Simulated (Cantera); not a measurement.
Feed: 1 mol SiO₂, 7.5 mol NF₃, 50 mol H₂, at 4100 Pa.

Cantera equilibrium calculation (NASA polynomials, part measured and part estimated; ideal gas, pure solids and liquids). Candidate condensed phases: H₂O, Si, SiO₂, Si₂N₂O, Si₃N₄; 58 gas species. The tables' values for SiF₃ are old estimates; treat these amounts as uncertain. The tables hold silica as quartz up to 1696 K and as liquid above; real silica turns to tridymite and cristobalite and melts near 1996 K. Equilibrium is a limit: real reactors are often held back by kinetics, nucleation or transport.

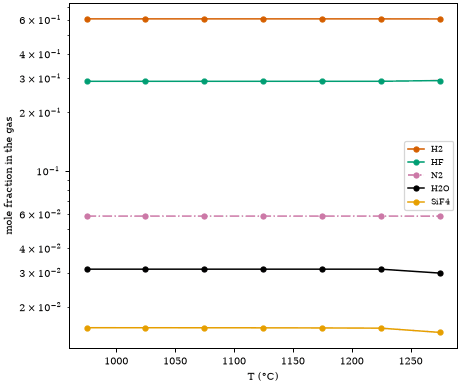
Fig. 1. Equilibrium gas composition (values under 1e-9 drawn at 1e-9)

Question: Read off the mole fractions at 1125 °C.

Answer: H₂ about 0.61, HF about 0.29, N₂ about 0.059, H₂O about 0.031, SiF₄ about 0.016.
